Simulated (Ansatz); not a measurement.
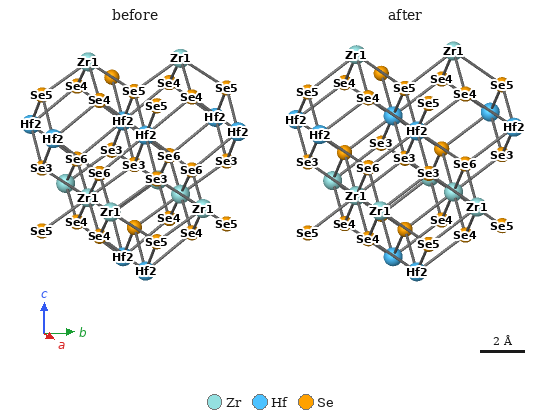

The structure of solid HfZrSe4 (a generated structure, set up in P4/mmm) (coarse preliminary run) before (left) and after (right) a relaxation, at one scale.

Style: ball-and-stick. Shown: the atoms within 5.8 Å of the atom that moves most (axes of the cell of the calculation), slightly off an axis.

The calculation used DFT PBE, scalar-relativistic, plane waves, PAW (Ansatz). Set-up: plane-wave cutoff 420 eV; k-point mesh 4 × 4 × 4; occupations gaussian; smearing width 0.1 eV; no spin polarisation; cell and atoms relaxed; force threshold 0.04 eV/Å; at most 70 steps.

**Describe what moved and what it gained.**

The largest moves relative to the cell, 0.14 Å, are those of Se3, Se4, Se5 and Se6. Se3 goes along +c. Hf and Zr stay in place. The volume changes by +14.9 %, with a = b 4.406 → 4.637 Å (+5.2 %), c 6.379 → 6.615 Å (+3.7 %). Near-neighbour distances that change, for instance: Se3–Se5 2.950 → 3.334 Å, Zr1–Se3 2.651 → 2.855 Å, Hf2–Se3 2.791 → 2.840 Å. Bond angles that change, for instance: Hf2–Se3–Hf2 104.2° → 109.4°, Zr1–Se3–Zr1 112.4° → 108.6°. The space group stays P4/mmm (No. 123). After 3 accepted moves (4 points after the start) the energy has fallen by 219 meV per atom. Largest force component: 2 eV/Å at the start, 0.0039 eV/Å at the end. Pressure: 16.84 GPa at the start and −0.15 GPa at the end. At 1 point the geometry stayed and the basis and grid were re-selected for the new cell (energy shift of 0.4 meV per atom at most each time). The run took 2.1 min on 1 thread of Intel(R) Xeon(R) Processor @ 2.50GHz (Skylake/Cascade Lake) (shared host), peak memory 0.52 GiB.
